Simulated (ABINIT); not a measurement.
## AlN (P6_3mc): G0W0 in ABINIT against the exchange cutoff

Aim: move the exchange cutoff of a G0W0 run on AlN (P6_3mc) over a wide range.

Calculated with ABINIT 10.8.3; LDA and many-body steps on it, plane waves.

The database entry behind the starting cell differs from later determinations by our own check (inner coordinate u about 0.002 short), so it need not match the best structure at ambient conditions.

## 1. The starting structure

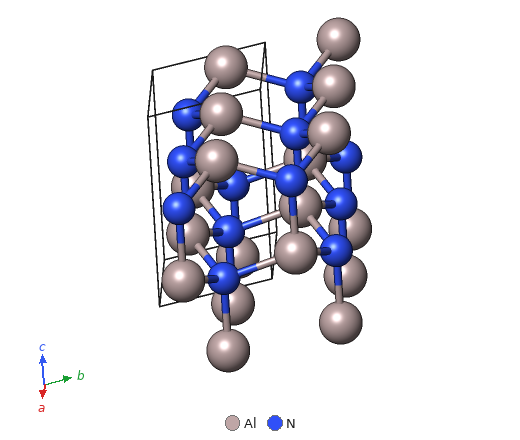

The cell as given, slightly off an axis (aluminium light grey, nitrogen blue). 3×2×1 cells are drawn. Some periodic images of atoms are drawn too.

The cell and positions come from the Crystallography Open Database and are kept as given unless a step says otherwise.

## 2. Screening, 3×3×2 mesh, 39 bands, screening to 130.6 eV

This step: ABINIT 10.8.3; RPA screening on LDA, plane waves, norm-conserving pseudopotentials.

The RPA dielectric matrix is built and inverted for each q.

Input file run.abi:

```
acell 3*1.0 Angstrom
rprim 
  3.113000000011 -0.000000000003 0.000000000000
  -1.556500000003 2.695937081992 0.000000000000
  0.000000000000 0.000000000000 4.981000000000
ntypat 2
znucl 13 7
natom 4
typat 1 1 2 2
xred 
  0.333333333333 0.666666666667 0.000000000000
  0.666666666667 0.333333333333 0.500000000000
  0.333333333333 0.666666666667 0.380000000000
  0.666666666667 0.333333333333 0.880000000000
pp_dirpath "pseudos"
pseudos "Al.upf, N.upf"
ecut 36
ngkpt 3 3 2
nshiftk 1
shiftk 0 0 0
kptopt 1
chksymbreak 0
istwfk *1
occopt 1
irdwfk 1
optdriver 3
nband 39
ecuteps 4.8
inclvkb 2
awtr 1
symchi 1
indata_prefix "in"
outdata_prefix "out"
tmpdata_prefix "tmp"
```

Command:

```bash
$ OMP_NUM_THREADS=1 mpirun -n 4 abinit run.abi > log
```

Output:

```text
.Version 10.8.3 of ABINIT. v10.8.2 released Aug 2026.

 Symmetries : space group P6_3 m c (#186); Bravais hP (primitive hexag.)
[... echo of the input left out ...]
== DATASET  1 ==================================================================
-   mpi_nproc: 4, omp_nthreads: 1 (-1 if OMP is not activated)

--- !DatasetInfo
iteration_state: {dtset: 1, }
dimensions: {natom: 4, nkpt: 6, mband: 39, nsppol: 1, nspinor: 1, nspden: 1, mpw: 2934, }
cutoff_energies: {ecut:  36.0, pawecutdg:  -1.0, }
electrons: {nelect:   1.60000000E+01, charge:   0.00000000E+00, occopt:   1.00000000E+00, tsmear:   1.00000000E-02, }

 SCREENING: Calculation of the susceptibility and dielectric matrices

 Based on a program developped by R.W. Godby, V. Olevano, G. Onida, and L. Reining.
 Incorporated in ABINIT by V. Olevano, G.-M. Rignanese, and M. Torrent.
.Using double precision arithmetic ; gwpc =  8

[... cell and pseudopotentials left out ...]
--------------------------------------------------------------------------------

 ==== K-mesh for the wavefunctions ====
 Number of points in the irreducible wedge :     6
[... list of points left out ...]
 Together with 12 symmetry operations and time-reversal symmetry
 yields    18 points in the full Brillouin Zone.

 ==== Q-mesh for the screening function ====
 Number of points in the irreducible wedge :     6
[... list of points left out ...]
 Together with 12 symmetry operations and time-reversal symmetry
 yields    18 points in the full Brillouin Zone.

 setmesh: FFT mesh size selected  =    20x   20x   36
          total number of points  =        14400

 vcoul_init : cutoff-mode = AUXILIARY_FUNCTION
 q-points for optical limit:   1
     1)      0.000010    0.000020    0.000030

- screening: taking advantage of time-reversal symmetry
- Maximum band index for partially occupied states nbvw = 8
- Remaining bands to be divided among processors   nbcw = 31
- Number of bands treated by each node ~7

 Number of electrons calculated from density =   16.0000; Expected =   16.0000
 average of density, n =  0.056718
 r_s =    1.6146
 omega_plasma =   22.9728 [eV]

 calculating chi0 at frequencies [eV] :
  1    0.000000E+00    0.000000E+00
  2    0.000000E+00    2.297283E+01

--------------------------------------------------------------------------------
  q-point number  1        q = ( 0.000000, 0.000000, 0.000000) [r.l.u.]
--------------------------------------------------------------------------------
[... chi0 elements left out ...]
 For q-point:  0.000010 0.000020 0.000030
  dielectric constant =   4.9952
  dielectric constant without local fields =   5.4532

  Average fulfillment of the sum rule on Im[epsilon] for q-point    1 :     50.91  [%]
[... wings left out ...]
  q-point number  2        q = ( 0.333333, 0.000000, 0.000000) [r.l.u.]
--------------------------------------------------------------------------------
[... chi0 elements left out ...]
  Average fulfillment of the sum rule on Im[epsilon] for q-point    2 :     61.53  [%]

 [... 4 further q-points ...]
```

The job ended after 3.6 s (4 MPI ranks of Arm Neoverse V1, shared host; peak memory 0.39 GiB; 14 s of CPU time).

Numbers from this step:

```
ε∞ with local fields, on this mesh, along the program's q direction : 4.995
the same without local fields                                       : 5.453
plasma frequency                                                    : 22.97 eV
plane waves in the screening matrix                                 : 135
```

Local fields lower ε∞ by 8 %. On a Γ-centred mesh this coarse the value itself is usually too large, while a short band sum pulls it down.

## 3. 3.6 Ha

This step: G0W0 on LDA, plane waves, norm-conserving pseudopotentials.

run.abi, as its differences from that of step 2:

```diff
@@ -25,8 +25,15 @@
 irdwfk 1
-optdriver 3
+optdriver 4
 nband 39
+gwcalctyp 0
+ecutsigx 3.6
+symsigma 1
+nkptgw 1
+kptgw 
+  0.0000000000 0.0000000000 0.0000000000
+bdgw 
+  6 10
 ecuteps 4.8
-inclvkb 2
-awtr 1
-symchi 1
+irdscr 1
+ppmodel 1
 indata_prefix "in"
```

Output:

```text
.Version 10.8.3 of ABINIT. v10.8.2 released Aug 2026.

 Symmetries : space group P6_3 m c (#186); Bravais hP (primitive hexag.)
[... echo of the input left out ...]
== DATASET  1 ==================================================================
-   mpi_nproc: 4, omp_nthreads: 1 (-1 if OMP is not activated)

--- !DatasetInfo
iteration_state: {dtset: 1, }
dimensions: {natom: 4, nkpt: 6, mband: 39, nsppol: 1, nspinor: 1, nspden: 1, mpw: 2934, }
cutoff_energies: {ecut:  36.0, pawecutdg:  -1.0, }
electrons: {nelect:   1.60000000E+01, charge:   0.00000000E+00, occopt:   1.00000000E+00, tsmear:   1.00000000E-02, }

 SIGMA: Calculation of the GW corrections

 Based on a program developped by R.W. Godby, V. Olevano, G. Onida, and L. Reining.
 Incorporated in ABINIT by V. Olevano, G.-M. Rignanese, and M. Torrent.
.Using double precision arithmetic ; gwpc =  8

[... cell and pseudopotentials left out ...]
--------------------------------------------------------------------------------

 ==== K-mesh for the wavefunctions ====
 Number of points in the irreducible wedge :     6
[... list of points left out ...]
 Together with 12 symmetry operations and time-reversal symmetry
 yields    18 points in the full Brillouin Zone.

 ==== Q-mesh for screening function ====
 Number of points in the irreducible wedge :     6
[... list of points left out ...]
 Together with 12 symmetry operations and time-reversal symmetry
 yields    18 points in the full Brillouin Zone.

 vcoul_init : cutoff-mode = AUXILIARY_FUNCTION
 q-points for optical limit:   1
     1)      0.000010    0.000020    0.000030
 setmesh: FFT mesh size selected  =    20x   20x   36
          total number of points  =        14400

 Number of electrons calculated from density =   16.0000; Expected =   16.0000
 average of density, n =  0.056718
 r_s =    1.6146
 omega_plasma =   22.9728 [eV]

 === KS Band Gaps ===
  >>>> For spin  1
   Minimum direct gap =   4.2550 [eV], located at k-point      :   0.0000  0.0000  0.0000
   Fundamental gap    =   4.2550 [eV], Top of valence bands at :   0.0000  0.0000  0.0000
                                       Bottom of conduction at :   0.0000  0.0000  0.0000
 SIGMA fundamental parameters:
 PLASMON POLE MODEL  1
 number of plane-waves for SigmaX                   99
 number of plane-waves for SigmaC and W             99
 number of plane-waves for wavefunctions          2863
 number of bands                                    39
 number of independent spin polarizations            1
 number of spinorial components                      1
 number of k-points in IBZ                           6
 number of q-points in IBZ                           6
 number of symmetry operations                      12
 number of k-points in BZ                           18
 number of q-points in BZ                           18
 number of frequencies for dSigma/dE                 9
 frequency step for dSigma/dE [eV]                0.25
 number of omega for Sigma on real axis              0
 max omega for Sigma on real axis  [eV]           0.00
 zcut for avoiding poles [eV]                     0.10

 EPSILON^-1 parameters (SCR file):
 dimension of the eps^-1 matrix on file            135
 dimension of the eps^-1 matrix used                99
 number of plane-waves for wavefunctions          2863
 number of bands                                    39
 number of q-points in IBZ                           6
 number of frequencies                               2
 number of real frequencies                          1
 number of imag frequencies                          1

 matrix elements of self-energy operator (all in [eV])

 Perturbative Calculation

--- !SelfEnergy_ee
iteration_state: {dtset: 1, }
kpoint     : [   0.000,    0.000,    0.000, ]
spin       : 1
KS_gap     :    4.255
QP_gap     :    5.173
Delta_QP_KS:    0.918
data: !SigmaeeData |
     Band     E0 <VxcDFT>   SigX SigC(E0)      Z dSigC/dE  Sig(E)    E-E0       E
        6   5.481 -16.826 -19.754   3.830   0.795  -0.258 -16.109   0.717   6.198
        7   5.481 -16.826 -19.754   3.830   0.795  -0.258 -16.109   0.717   6.198
        8   5.659 -16.916 -19.508   3.656   0.796  -0.256 -16.069   0.847   6.506
        9   9.914 -12.734  -7.098  -3.486   0.821  -0.218 -10.969   1.765  11.679
       10  12.222 -11.070  -5.269  -3.871   0.829  -0.206  -9.469   1.601  13.822

== END DATASET(S) ==============================================================
================================================================================

 -outvars: echo values of variables after computation  --------
           etotal      0.0000000000E+00
            nband          39
             nkpt           6
          spgroup         186
 [... the other variables as echoed above ...]

 Calculation completed.
```

Run time: 2.4 s. Hardware: 4 MPI ranks; peak memory 0.09 GiB; 9.1 s of CPU time.

This step gave:

```yaml
g0w0_gap_on_the_points_computed: 5.173 eV
starting_gap_on_the_mesh: 4.255 eV
k_of_the_valence_top: 0, 0, 0
k_of_the_conduction_bottom: 0, 0, 0
z_at_the_valence_top: 0.796
z_at_the_conduction_bottom: 0.821
least_direct_g0w0_gap_on_the_computed_points: 5.173 eV
```

## 4. 7.2 Ha

run.abi, as its differences from that of step 3:

```diff
@@ -28,3 +28,3 @@
 gwcalctyp 0
-ecutsigx 3.6
+ecutsigx 7.2
 symsigma 1
```

Output:

```text
.Version 10.8.3 of ABINIT. v10.8.2 released Aug 2026.

 Symmetries : space group P6_3 m c (#186); Bravais hP (primitive hexag.)
[... echo of the input left out ...]
== DATASET  1 ==================================================================
-   mpi_nproc: 4, omp_nthreads: 1 (-1 if OMP is not activated)

--- !DatasetInfo
iteration_state: {dtset: 1, }
dimensions: {natom: 4, nkpt: 6, mband: 39, nsppol: 1, nspinor: 1, nspden: 1, mpw: 2934, }
cutoff_energies: {ecut:  36.0, pawecutdg:  -1.0, }
electrons: {nelect:   1.60000000E+01, charge:   0.00000000E+00, occopt:   1.00000000E+00, tsmear:   1.00000000E-02, }

 SIGMA: Calculation of the GW corrections

 Based on a program developped by R.W. Godby, V. Olevano, G. Onida, and L. Reining.
 Incorporated in ABINIT by V. Olevano, G.-M. Rignanese, and M. Torrent.
.Using double precision arithmetic ; gwpc =  8

[... cell and pseudopotentials left out ...]
--------------------------------------------------------------------------------

 ==== K-mesh for the wavefunctions ====
 Number of points in the irreducible wedge :     6
[... list of points left out ...]
 Together with 12 symmetry operations and time-reversal symmetry
 yields    18 points in the full Brillouin Zone.

 ==== Q-mesh for screening function ====
 Number of points in the irreducible wedge :     6
[... list of points left out ...]
 Together with 12 symmetry operations and time-reversal symmetry
 yields    18 points in the full Brillouin Zone.

 vcoul_init : cutoff-mode = AUXILIARY_FUNCTION
 q-points for optical limit:   1
     1)      0.000010    0.000020    0.000030
 setmesh: FFT mesh size selected  =    20x   20x   40
          total number of points  =        16000

 Number of electrons calculated from density =   16.0000; Expected =   16.0000
[...]
number of q-points in IBZ                           6
 number of symmetry operations                      12
 number of k-points in BZ                           18
 number of q-points in BZ                           18
 number of frequencies for dSigma/dE                 9
 frequency step for dSigma/dE [eV]                0.25
 number of omega for Sigma on real axis              0
 max omega for Sigma on real axis  [eV]           0.00
 zcut for avoiding poles [eV]                     0.10

 EPSILON^-1 parameters (SCR file):
 dimension of the eps^-1 matrix on file            135
 dimension of the eps^-1 matrix used               135
 number of plane-waves for wavefunctions          2863
 number of bands                                    39
 number of q-points in IBZ                           6
 number of frequencies                               2
 number of real frequencies                          1
 number of imag frequencies                          1

 matrix elements of self-energy operator (all in [eV])

 Perturbative Calculation

--- !SelfEnergy_ee
iteration_state: {dtset: 1, }
kpoint     : [   0.000,    0.000,    0.000, ]
spin       : 1
KS_gap     :    4.255
QP_gap     :    5.382
Delta_QP_KS:    1.127
data: !SigmaeeData |
     Band     E0 <VxcDFT>   SigX SigC(E0)      Z dSigC/dE  Sig(E)    E-E0       E
        6   5.481 -16.826 -20.546   3.828   0.793  -0.262 -16.740   0.086   5.567
        7   5.481 -16.826 -20.546   3.828   0.793  -0.262 -16.740   0.086   5.567
        8   5.659 -16.916 -20.353   3.662   0.794  -0.259 -16.737   0.178   5.838
        9   9.914 -12.734  -7.680  -3.460   0.819  -0.221 -11.429   1.305  11.219
       10  12.222 -11.070  -5.549  -3.868   0.828  -0.207  -9.701   1.368  13.590

== END DATASET(S) ==============================================================
================================================================================

 -outvars: echo values of variables after computation  --------
           etotal      0.0000000000E+00
            nband          39
             nkpt           6
          spgroup         186
 [... the other variables as echoed above ...]

 Calculation completed.
```

It took 2.5 s on 4 MPI ranks; peak memory 0.09 GiB; 9.7 s of CPU time.

Numbers from this step:

| Quantity | Value |
| --- | --- |
| G0W0 gap on the points computed | 5.381 eV |
| starting gap on the mesh | 4.255 eV |
| k of the valence top | 0, 0, 0 |
| k of the conduction bottom | 0, 0, 0 |
| Z at the valence top | 0.794 |
| Z at the conduction bottom | 0.819 |
| least direct G0W0 gap on the computed points | 5.381 eV |

(Part 1 of 2 ends here.)

[Paths, hosts, dates, memory and timing lines, banners, echoed tables and standing remarks are left out of the program output.]

[Logs are printed without paths, hosts, clocks, repeated set-up lines and the standing remarks that a program may print on its own settings, such as how far it seeks lower states.]

[Runs of the session that timed out or met a known fault of the program may be left out.]

[Hosts, paths, dates, database ids (printed as entryN), source tags and the programs' standing remarks are cut or masked in the printed files.]

[G0W0 gaps are taken among the corrected bands and points alone; a level outside them can change the order at an edge.]

[Where Ansatz stands beside ABINIT at settings called matched, ABINIT's density can come from a denser mesh and the files from another edition; pairs whose starting gaps differed by over 0.03 eV were left out, so agreement reads better than it is.]
